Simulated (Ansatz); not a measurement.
# A frame of liquid (Cs,Rb)F from 1100 K, run at 300 K (78 atoms) in motion

How do the atoms of a frame of liquid (Cs,Rb)F from 1100 K, run at 300 K (78 atoms) move, and what local order do they keep?

Calculated with Ansatz 0.2.0; Kohn-Sham DFT, PBE, PAW (set soft_2), plane waves.

**1. Starting point**

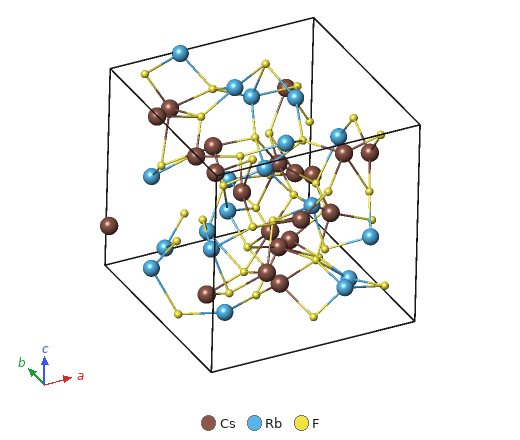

The starting structure, seen slightly off an axis (caesium brown, rubidium blue, fluorine yellow). Bonds to atoms that aren't drawn are left out. Some periodic images of atoms are drawn too.

The cell holds 78 atoms: 20 Cs, 19 Rb and 39 F. Cell: a = 13.773 Å, b = 13.773 Å, c = 13.773 Å, α = 90.0°, β = 90.0°, γ = 90.0°. 78 atoms (20 Cs, 19 Rb, 39 F) placed at random at 3.13 g/cm³, melted at 1600 K for 10 ps at fixed volume with the Lennard-Jones and Coulomb ion parameters for SPC/E (Joung and Cheatham, J. Phys. Chem. B 112, 9020 (2008)), full charges. Snapshot at the end of a hold of 15 ps at 1100 K and zero pressure.

Before any run, some limits are plain. The starting topology of bonds comes from the classical model, and needn't be the one that DFT or experiment would give. The cell was made at 1100 K but the dynamics is set to 300 K: the trajectory isn't one at 1100 K. The ion parameters were fitted for water, not for melts, so the density of this cell may lie well off the real melt's. Sampling is at Γ alone, for a cell whose shortest periodic width is 14 Å. No spin–orbit coupling is included, so levels derived from the heavy atoms are approximate.

**2. Dynamics started at 300 K**

A Nosé–Hoover thermostat steers the temperature while disturbing the dynamics little. The time step is 1.0 fs.

The input, input.yaml:

```yaml
crystal:
  lattice:
    - [13.77283, 0.0, 0.0]
    - [0.0, 13.77283, 0.0]
    - [0.0, 0.0, 13.77283]
  atoms:
    - { symbol: Cs, position: [0.46524, 0.35703, 0.40198] }
    - { symbol: Cs, position: [0.44854, 0.04649, 0.63572] }
    - { symbol: Cs, position: [0.31076, 0.09107, 0.37672] }
    - { symbol: Cs, position: [0.95529, 0.36988, 0.66764] }
    [... 68 atom lines left out ...]
    - { symbol: F, position: [0.59044, 0.72428, 0.28838] }
    - { symbol: F, position: [0.26667, 0.16691, 0.92235] }
    - { symbol: F, position: [0.93866, 0.17103, 0.1042] }
    - { symbol: F, position: [0.37438, 0.90926, 0.5146] }
    - { symbol: F, position: [0.73648, 0.89165, 0.53761] }
    - { symbol: F, position: [0.29671, 0.27522, 0.28366] }
kpoints:
  mp_grid: { grid: [1, 1, 1] }
hamiltonian:
  xc: pbe
scf:
  occupations: { method: gaussian, width: 0.025 }
output:
  forces: true
md:
  timestep: 1.0
  n_steps: 88
  ensemble: nvt_nose_hoover
  temperature: 300
  initial_velocities: maxwell_boltzmann
  seed: 102
```

Command:

```console
ansatz run input.yaml --threads 4 --pin off --max-ram 8192MiB --backend cpu --events-out ev --progress --plain --runs-dir out
```

The job ended after 6.7 min (4 threads of AMD EPYC 9R45, shared host; peak memory 3.3 GiB; 25 min of CPU time).

The program notes that it switched symmetry off.

The trajectory, sampled:

```
time (fs)  T (K)  potential (meV/atom)  conserved (meV/atom)
      0.0    300                   0.0                  0.00
      6.0    309                  -1.1                  0.00
     12.0    327                  -3.4                  0.00
     18.0    348                  -6.2                  0.00
     23.0    365                  -8.4                  0.00
     29.0    379                 -10.4                  0.00
     35.0    385                 -11.4                  0.00
     41.0    385                 -11.8                  0.00
     47.0    383                 -11.9                  0.00
     53.0    381                 -12.3                  0.00
     59.0    382                 -13.1                  0.00
     65.0    387                 -14.5                  0.00
     70.0    393                 -16.1                  0.00
     76.0    403                 -18.4                  0.00
     82.0    416                 -21.1                  0.00
     88.0    430                 -24.2                  0.00
```

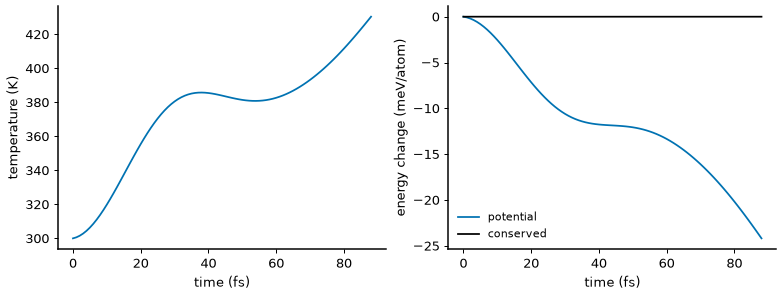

Temperature and energies against time.

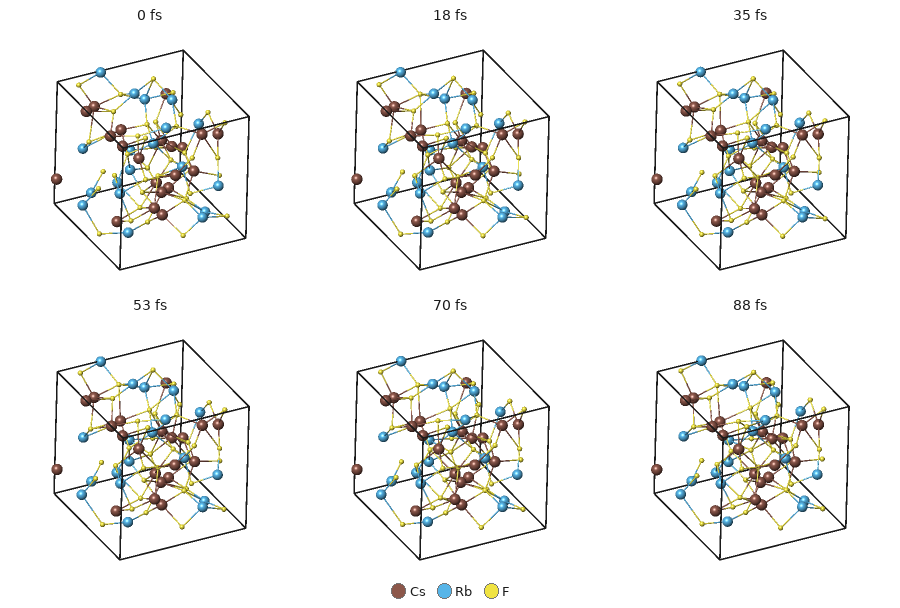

6 frames of the run. Bonds to atoms that aren't drawn are left out.

Mean square displacement from the first frame to the last: Cs 0.030 Å², Rb 0.080 Å², F 0.25 Å².

The mean square displacement by time lag:

| time lag (fs) | Cs (Å²) | F (Å²) | Rb (Å²) |
| --- | --- | --- | --- |
| 1.0 | 5.7e-6 | 5.3e-5 | 1.2e-5 |
| 6.0 | 2.1e-4 | 0.00192 | 4.2e-4 |
| 9.0 | 4.7e-4 | 0.00431 | 9.5e-4 |
| 15.0 | 0.00130 | 0.0119 | 0.00263 |
| 20.0 | 0.00230 | 0.0209 | 0.00466 |
| 24.0 | 0.00331 | 0.0298 | 0.00668 |
| 29.0 | 0.00483 | 0.0427 | 0.00969 |
| 35.0 | 0.00700 | 0.0606 | 0.0140 |
| 38.0 | 0.00822 | 0.0704 | 0.0164 |
| 44.0 | 0.0109 | 0.0912 | 0.0218 |

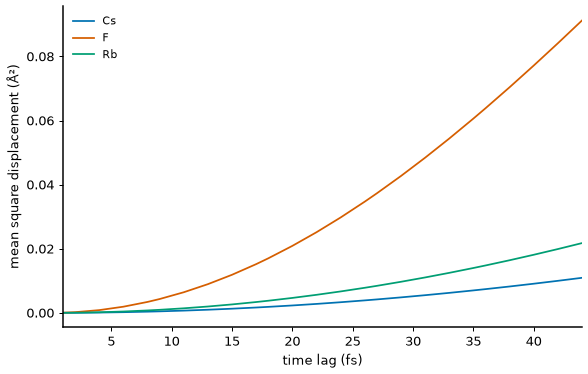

Mean square displacement against time lag.

Over the second half of 88 fs the temperature averages 395 K, rising from about 382 to 419 K (means over the first and last quarter of that half). The conserved energy stays within 0.00 meV/atom. From first frame to last F has the largest mean square displacement, 0.25 Å² at the end; the farthest move is 0.92 Å. The mean temperature of 395 K lies well off the 300 K of the input, so the thermostat hasn't yet brought the run to equilibrium. The run spans 0.09 ps, too short for its means to be equilibrium values.

**3. Structure statistics late in the run**

The g(r) is a mean over the second half; what follows it is taken at the last frame.

Density 3.19 g/cm³, 33.49 Å³ an atom.

Mean of 16 frames. Pair distribution functions g(r), in bins of 0.2 Å:

```
r (Å)  total   F-F  F-Cs  F-Rb  Cs-Cs  Cs-Rb  Rb-Rb
 2.30   0.02  0.00  0.00  0.08   0.00   0.00   0.00
 2.50   0.63  0.00  0.29  2.29   0.00   0.00   0.00
 2.70   1.64  0.00  2.46  4.12   0.00   0.00   0.00
 2.90   2.13  0.06  4.50  3.98   0.00   0.00   0.00
 3.10   1.32  0.17  3.45  1.62   0.00   0.00   0.00
 3.30   0.79  0.47  1.74  0.94   0.00   0.00   0.00
 3.50   0.74  0.53  0.84  0.98   0.66   0.56   0.76
 3.70   0.92  1.07  0.44  0.53   1.78   1.92   0.91
 3.90   1.10  1.79  0.48  0.58   1.40   1.54   1.77
 4.10   1.07  1.95  0.37  0.51   1.32   1.61   1.29
 4.30   1.17  1.52  0.23  0.66   1.82   2.71   1.90
 4.50   1.03  1.31  0.74  0.37   1.89   1.83   1.15
 4.70   0.81  1.16  0.55  0.30   1.15   1.16   1.47
 4.90   0.91  1.34  0.75  0.51   0.99   0.85   1.37
 5.10   0.95  1.53  0.55  0.57   0.86   1.49   0.75
 5.30   0.89  1.06  0.71  0.77   0.62   1.22   0.97
 5.50   1.01  1.02  0.85  0.64   1.82   1.87   0.48
 5.70   1.07  1.01  1.01  1.40   0.42   1.14   0.97
 5.90   1.00  0.88  1.29  1.15   0.45   0.65   1.03
 6.10   1.12  0.80  1.65  1.33   0.68   0.53   1.06
 6.30   1.12  0.68  1.57  1.35   0.94   0.91   0.87
 6.50   1.03  0.73  1.41  1.45   0.55   0.69   0.19
 6.70   0.94  0.60  1.30  1.31   0.41   0.74   0.29
```

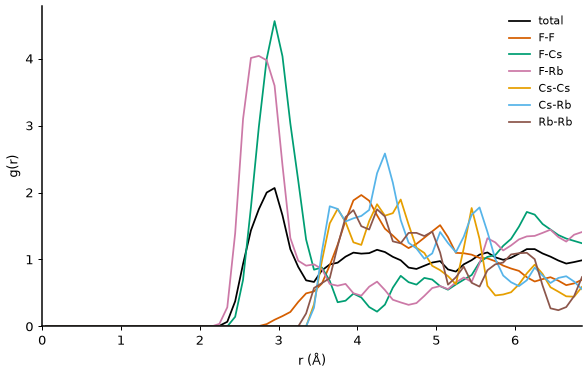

Pair distribution functions, lightly smoothed.

Bonds by pair of elements; cutoffs follow the first minimum of g(r), held within bounds set by covalent radii, and pairs that aren't listed don't count as bonded:

```
pair A-B  cutoff (Å)  bonds  mean length (Å)  spread (Å)  shortest (Å)  B about A  A about B
    F-Cs        3.52     86             3.01       0.208          2.59       2.21        4.3
    F-Rb        3.33     74             2.85       0.214          2.46       1.90       3.90
```

The cutoffs for F-Cs and F-Rb fall short of the minimum of g(r), so counts run low and odd coordinations can be artefacts.

How many atoms have how many bonded neighbours:

| element | mean | 2 | 3 | 4 | 5 | 6 |
| --- | --- | --- | --- | --- | --- | --- |
| Cs | 4.3 | 0 | 3 | 9 | 7 | 1 |
| F | 4.10 | 1 | 9 | 16 | 11 | 2 |
| Rb | 3.90 | 1 | 4 | 10 | 4 | 0 |

Bond angles (no mean is given where the spread exceeds 20°):

```
  angle  count  mean (°)  spread (°)
 F-Cs-F    148         -           -
Cs-F-Rb    147         -           -
 F-Rb-F    113         -           -
Cs-F-Cs     70         -           -
Rb-F-Rb     47         -           -
```

Bond length by coordination (bonds to H left out):

```
element  coordination  atoms  mean bond length (Å)
     Cs             3      3                  3.00
     Cs             4      9                  2.98
     Cs             5      7                  3.01
     Cs             6      1                  3.21
      F             2      1                  2.63
      F             3      9                  2.86
      F             4     16                  2.93
      F             5     11                  2.97
      F             6      2                  3.09
     Rb             2      1                   2.6
     Rb             3      4                  2.74
     Rb             4     10                  2.88
     Rb             5      4                  2.90
```

First main peaks of g(r), for some of the pairs, lie near 4.1 Å (F-F), 3.0 Å (F-Cs) and 2.7 Å (F-Rb).

**4. Single point at the last frame**

The last frame is solved once more, with the analyses that the dynamics left out.

The input, input.yaml:

```yaml
crystal:
  lattice:
    - [13.77283, 0.0, 0.0]
    - [0.0, 13.77283, 0.0]
    - [0.0, 0.0, 13.77283]
  atoms:
    - { symbol: Cs, position: [0.45663, 0.36457, 0.38793] }
    - { symbol: Cs, position: [0.44008, 0.03989, 0.64171] }
    - { symbol: Cs, position: [0.31456, 0.08166, 0.36798] }
    - { symbol: Cs, position: [0.96051, 0.37178, 0.65933] }
    [... 68 atom lines left out ...]
    - { symbol: F, position: [0.62265, 0.73413, 0.3386] }
    - { symbol: F, position: [0.28286, 0.1788, 0.92319] }
    - { symbol: F, position: [0.90678, 0.17608, 0.08793] }
    - { symbol: F, position: [0.36643, 0.89631, 0.49918] }
    - { symbol: F, position: [0.72135, 0.86534, 0.53805] }
    - { symbol: F, position: [0.29983, 0.28034, 0.28074] }
kpoints:
  mp_grid: { grid: [1, 1, 1] }
hamiltonian:
  xc: pbe
scf:
  occupations: { method: gaussian, width: 0.025 }
output:
  forces: true
  stress: true
  populations: intrinsic
  dos:
    method: { smearing: { sigma: 0.08 } }
    de: 0.1
    projected: { site_lists: { Cs: [Cs], F: [F], Rb: [Rb] } }
  eigenvalues: true
  write_density: true
  write_potential: true
  volumetric_format: npy
  elf: true
```

Wall time 16 s (4 threads); peak memory 3.2 GiB; 58 s of CPU time.

The program notes that the exchange-correlation potential is rough where the density is thin.

Numbers from this run:

```yaml
free_energy: -207105.4775 eV
free_energy_per_atom: -2655.1984 eV/atom
scf_cycles: 9
pressure: -0.5386 GPa
r_m_s_force_component: 0.2586 eV/Å
longest_force: 0.814 eV/Å
fermi_energy: 3.06 eV
spacing_of_highest_filled_and_lowest_empty_level: 3.492 eV
```

Length of the force by element:

```
element  coordination  atoms  mean length of the force (eV/Å)  spread   least   most
     Cs           all     20                            0.445   0.202   0.173  0.814
      F           all     39                            0.395   0.136   0.126  0.646
     Rb           all     19                            0.430   0.174  0.0845  0.748
```

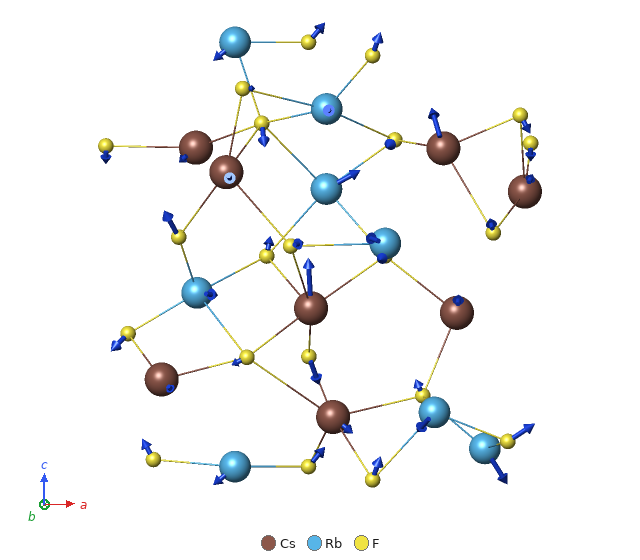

Forces as arrows; the longest in the cell is 0.814 eV/Å. Drawn is a slice 6 Å thick, seen along the normal of the ac plane.

Intrinsic-atomic-orbital charges by element:

```
element  coordination  atoms  mean charge (e)  spread   least    most
     Cs           all     20            0.916  0.0053   0.906   0.926
      F           all     39           -0.893   0.006  -0.912  -0.882
     Rb           all     19            0.869  0.0095   0.853   0.885
```

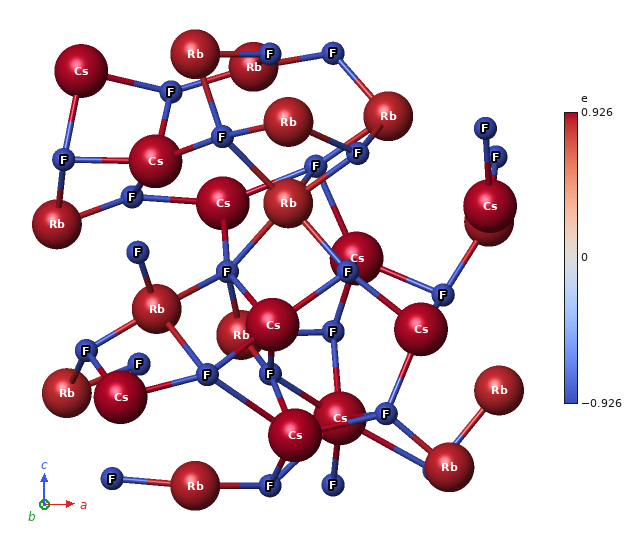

Atoms coloured by intrinsic-atomic-orbital charge. Drawn is a slice 7 Å thick, seen along the normal of the ac plane.

States in the cell by windows of 1 eV, zero at the Fermi level; the larger projections on atomic orbitals stand beside the total:

| from (eV) | to (eV) | total | F p | Cs p | Cs s | Rb s | Rb p |
| --- | --- | --- | --- | --- | --- | --- | --- |
| -18 | -12 | 0.0 | 0.0 | 0.0 | 0.0 | 0.0 | 0.0 |
| -12 | -11 | 17.2 | 0.2 | 0.1 | 0.0 | 0.0 | 16.8 |
| -11 | -10 | 90.8 | 1.0 | 0.6 | 0.2 | 0.2 | 88.6 |
| -10 | -9 | 12.4 | 0.1 | 6.1 | 0.0 | 0.0 | 6.0 |
| -9 | -8 | 72.2 | 1.5 | 69.4 | 0.3 | 0.3 | 0.5 |
| -8 | -7 | 41.5 | 1.2 | 39.7 | 0.1 | 0.1 | 0.2 |
| -7 | -4 | 0.0 | 0.0 | 0.0 | 0.0 | 0.0 | 0.0 |
| -4 | -3 | 48.3 | 45.9 | 0.4 | 0.4 | 0.4 | 0.3 |
| -3 | -2 | 174.0 | 166.3 | 2.3 | 0.8 | 0.9 | 0.8 |
| -2 | -1 | 11.7 | 11.3 | 0.1 | 0.0 | 0.1 | 0.0 |
| -1 | 1 | 0.0 | 0.0 | 0.0 | 0.0 | 0.0 | 0.0 |
| 1 | 2 | 2.0 | 0.0 | 0.0 | 0.9 | 0.8 | 0.0 |
| 2 | 3 | 10.3 | 0.4 | 0.2 | 4.1 | 3.8 | 0.1 |
| 3 | 4 | 33.2 | 0.9 | 0.4 | 8.9 | 9.1 | 0.2 |
| 4 | 5 | 59.6 | 0.9 | 0.2 | 7.3 | 7.3 | 0.1 |

The curve was stored every 0.10 eV, coarse against its broadening of 0.08 eV, so these counts are rough.

Between -26 and -18 eV lie 120 more states.

About 36 of the 624 electrons lie in deeper levels, below the stored range.

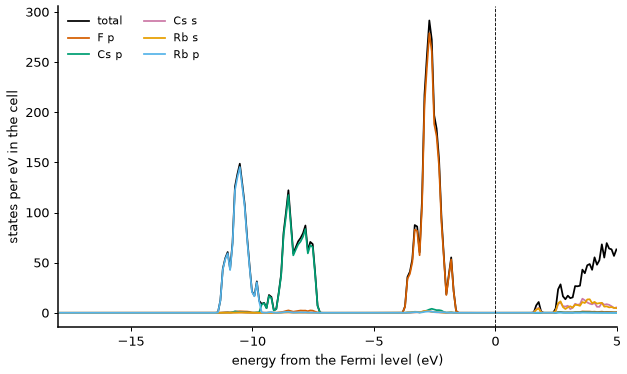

Total and projected density of states, with the broadening of the input.

The levels nearest the highest filled one (over half full), pooled over k-points and spins:

```csv
level less the highest filled one (eV),occupation
-0.147,2
-0.137,2
-0.115,2
-0.0752,2
-0.0571,2
0,2
3.49,0
4.32,0
4.39,0
4.43,0
4.56,0
4.70,0
```

Mean intrinsic-atomic-orbital charges: Cs +0.92, F -0.89, Rb +0.87 e.

**5. Outcome**

| Property | Result |
| --- | --- |
| mean temperature, second half | 395 K |
| temperature swing, second half | 15.28 K |
| slope of the conserved energy against time, by least squares | 0.0012 meV/atom/ps |
| free energy per atom | -2655.1984 eV/atom |
| pressure | -0.5386 GPa |
| r.m.s. force component | 0.2586 eV/Å |
| gap (highest filled to lowest empty level) | 3.492 eV |
| wall time of the 2 DFT runs | 7 min |

What this shows: Over the second half of 88 fs the temperature averages 395 K, rising from about 382 to 419 K (means over the first and last quarter of that half). The conserved energy stays within 0.00 meV/atom. The mean temperature of 395 K lies well off the 300 K of the input, so the thermostat hasn't yet brought the run to equilibrium. The run spans 0.09 ps, too short for its means to be equilibrium values. Between filled and empty levels lie 3.49 eV (at Γ alone); a semilocal functional tends to put such gaps too low. In a disordered cell it changes from sample to sample and from frame to frame.

What to keep in mind: The pressure of a single frame lacks the kinetic term, about 0.16 GPa here.

[Logs are printed without paths, hosts, clocks, repeated set-up lines and the standing remarks that a program may print on its own settings, such as how far it seeks lower states.]

[Hosts, paths, dates, database ids (printed as entryN), source tags and the programs' standing remarks are cut or masked in the printed files.]
